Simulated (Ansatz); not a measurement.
# C4H10S (diethyl sulfide) at r2SCAN/6-31G(d) (spherical functions)

What is the electronic atomisation energy of C4H10S (diethyl sulfide) at r2SCAN/6-31G* (spherical functions)? 

The results are computed with Ansatz 0.2.0.

45 further runs of the same task are left out: 45 set aside as unsound or not needed.

## (1) The structure to begin with

C4H10S: 15 atoms, total charge 0, spin state singlet. SMILES: `CCSCC`. Geometry: relaxed at PBE0-D4/def2-TZVP. This is one conformer, not always the lowest.

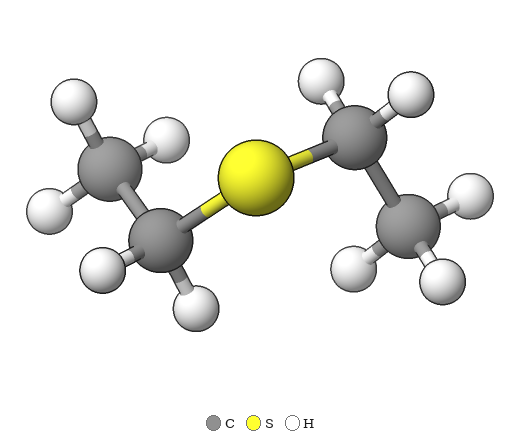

Viewed from a chosen angle; carbon grey, sulfur yellow, hydrogen white.

## (2) A single-point energy at r2SCAN/6-31G(d) (spherical functions)

Input file run.yaml:

```yaml
crystal:
  periodic: [false, false, false]
  atoms:
    - {symbol: C, position_ang: [-1.973500, 0.077200, -0.225200]}
    - {symbol: C, position_ang: [-0.909300, -0.781100, -0.878900]}
    - {symbol: S, position_ang: [0.234800, -1.576900, 0.269900]}
    - {symbol: C, position_ang: [1.046600, -0.160100, 1.041900]}
    - {symbol: C, position_ang: [1.852100, 0.706000, 0.094600]}
    - {symbol: H, position_ang: [-2.543000, -0.499300, 0.506200]}
    - {symbol: H, position_ang: [-2.666800, 0.464900, -0.977100]}
    - {symbol: H, position_ang: [-1.537200, 0.936200, 0.289400]}
    - {symbol: H, position_ang: [-1.365700, -1.620400, -1.409900]}
    - {symbol: H, position_ang: [-0.344200, -0.212900, -1.622000]}
    - {symbol: H, position_ang: [0.307100, 0.431800, 1.587200]}
    - {symbol: H, position_ang: [1.697200, -0.614700, 1.793500]}
    - {symbol: H, position_ang: [2.597900, 0.111800, -0.436800]}
    - {symbol: H, position_ang: [1.214400, 1.189000, -0.649100]}
    - {symbol: H, position_ang: [2.367900, 1.497700, 0.645600]}
basis:
  gaussian:
    orbitals: 6-31G_st_-spherical.json
hamiltonian:
  xc: r2scan
accuracy: high
output: {orbitals: {seedname: orbitals}}
```

The basis set 6-31G* is read from a file made from the Basis Set Exchange's data (not shown).

Launch:

```
$ ansatz run run.yaml --threads 1 --pin off --max-ram 3480MiB --events-out events.jsonl --progress --plain --runs-dir runs
```

The log of the run:

```text
Warning: RAYON_NUM_THREADS=1 ignored (pool sized by the plan → 1); use --threads N
Functional definition: r2SCAN
  name "r2SCAN"
  parameter k0 = 0.174
  parameter k1 = 0.065
  parameter a1 = 4.9479
  exchange = r2scan_x(k0 = k0, k1 = k1, a1 = a1)
  correlation = r2scan_c
2408 factors; integrals over basis functions are off by at most 3.3e-9 eV
mean field evaluation 1: about -15133.3353 eV, gradient 6.1e1 eV
mean field evaluation 2: about -15125.4372 eV, gradient 8.1e1 eV
mean field evaluation 4: about -15142.5535 eV, gradient 2.6e0 eV
mean field evaluation 8: about -15142.5533 eV, gradient 5.8e-2 eV
mean field evaluation 16: about -15142.5533 eV, gradient 3.6e-6 eV
mean field -15142.55330401 eV, -556.4785699309 hartree, gradient 1.7e-8 eV, S^2 0.000000; 0 other end points of the search recorded, 0 dependent functions left out
reference -15142.55330462 eV, -556.4785699535 hartree; 25, 25 occupied and 69, 69 virtual orbitals, 2408 factors
Total energy: -15142.55330462 eV, -556.4785699535 hartree
```

Wall time 7.5 s (1 thread of AMD EPYC 9R45 (Zen 5), shared host); peak memory 0.38 GiB.

## (3) The C atom, same level

Input file in.yaml:

```yaml
crystal:
  periodic: [false, false, false]
  atoms:
    - {symbol: C, position_ang: [0.000000, 0.000000, 0.000000]}
basis:
  gaussian:
    orbitals: 6-31G_st_-spherical.json
accuracy: high
magnetization:
  spin_polarized: true
  initial_magnetization: 2
hamiltonian:
  xc: r2scan
```

The basis set 6-31G* is read from a file made from the Basis Set Exchange's data (not shown).

Run the same way, it converges to -37.81920 Eh (log not shown).

## (4) The H atom

Input file molecule.yaml:

```yaml
crystal:
  periodic: [false, false, false]
  atoms:
    - {symbol: H, position_ang: [0.000000, 0.000000, 0.000000]}
basis:
  gaussian: {orbitals: "6-31G*"}
hamiltonian: {xc: {name: r2SCAN}}
magnetization: {spin_polarized: true, initial_magnetization: 1}
accuracy: high
```

Launch:

```
$ ansatz run molecule.yaml --threads 1 --pin off --max-ram 3480MiB --events-out events.jsonl --progress --plain --runs-dir runs
```

The log of the run:

```text
Warning: RAYON_NUM_THREADS=1 ignored (pool sized by the plan → 1); use --threads N
Functional definition: r2SCAN
  name "r2SCAN"
  parameter k0 = 0.174
  parameter k1 = 0.065
  parameter a1 = 4.9479
  exchange = r2scan_x(k0 = k0, k1 = k1, a1 = a1)
  correlation = r2scan_c
3 factors; integrals over basis functions are off by at most 5.4e-10 eV
mean field evaluation 1: about -13.5583 eV, gradient 1.1e-1 eV
mean field evaluation 2: about -13.5574 eV, gradient 9.2e-2 eV
mean field evaluation 4: about -13.5574 eV, gradient 4.8e-4 eV
mean field evaluation 8: about -13.5574 eV, gradient 5.0e-9 eV
mean field -13.55743762 eV, -0.4982266430 hartree, gradient 5.0e-9 eV, S^2 0.750000; 0 other end points of the search recorded, 0 dependent functions left out
reference -13.55743811 eV, -0.4982266610 hartree; 1, 0 occupied and 1, 2 virtual orbitals, 3 factors
Total energy: -13.55743811 eV, -0.4982266610 hartree
```

Run time: 0.2 s. Hardware: 1 thread of AMD EPYC 9R45 (Zen 5), shared host.

## (5) The S atom, same level

Input file in.yaml:

```yaml
basis:
  gaussian:
    orbitals: 6-31G_st_-spherical.json
crystal:
  periodic: [false, false, false]
  atoms:
    - {symbol: S, position_ang: [0.000000, 0.000000, 0.000000]}
magnetization:
  spin_polarized: true
  initial_magnetization: 2
hamiltonian:
  xc: {name: r2SCAN}
accuracy: high
```

The basis set 6-31G* is read from a file made from the Basis Set Exchange's data (not shown).

Launch:

```
$ ansatz run in.yaml --threads 1 --pin off --max-ram 3480MiB --events-out events.jsonl --progress --plain --runs-dir runs
```

The log of the run:

```text
Warning: RAYON_NUM_THREADS=1 ignored (pool sized by the plan → 1); use --threads N
Functional definition: r2SCAN
  name "r2SCAN"
  parameter k0 = 0.174
  parameter k1 = 0.065
  parameter a1 = 4.9479
  exchange = r2scan_x(k0 = k0, k1 = k1, a1 = a1)
  correlation = r2scan_c
140 factors; integrals over basis functions are off by at most 2.9e-9 eV
mean field evaluation 1: about -10831.5336 eV, gradient 3.4e0 eV
mean field evaluation 2: about -10831.6141 eV, gradient 1.3e0 eV
mean field evaluation 4: about -10831.6267 eV, gradient 2.5e-2 eV
mean field evaluation 8: about -10831.6229 eV, gradient 1.6e-3 eV
mean field evaluation 16: about -10831.4489 eV, gradient 4.7e0 eV
mean field evaluation 32: about -10831.6229 eV, gradient 2.0e-8 eV
mean field -10831.62285837 eV, -398.0547981074 hartree, gradient 2.8e-8 eV, S^2 2.003539; 4 other end points of the search recorded, 0 dependent functions left out
reference -10831.62285941 eV, -398.0547981457 hartree; 9, 7 occupied and 9, 11 virtual orbitals, 140 factors
Total energy: -10831.62285941 eV, -398.0547981457 hartree
```

It took 1.5 s on 1 thread of AMD EPYC 9R45 (Zen 5), shared host; peak memory 0.14 GiB.

## (6) Results

Level: r2SCAN/6-31G* (spherical functions).

```
                     quantity          value
       molecule: total energy  -556.47857 Eh
        molecule: HOMO energy       -5.10 eV
        molecule: LUMO energy        0.97 eV
      molecule: HOMO–LUMO gap        6.08 eV
         C atom: total energy   -37.81920 Eh
                 C atom: ⟨S²⟩          2.004
         H atom: total energy    -0.49823 Eh
                 H atom: ⟨S²⟩          0.750
         S atom: total energy  -398.05480 Eh
                 S atom: ⟨S²⟩          2.004
electronic atomisation energy      58.904 eV
```

**Reading.** Taking the molecule apart into free atoms costs 58.90 eV (1358 kcal/mol), before zero-point energy and without spin-orbit coupling.
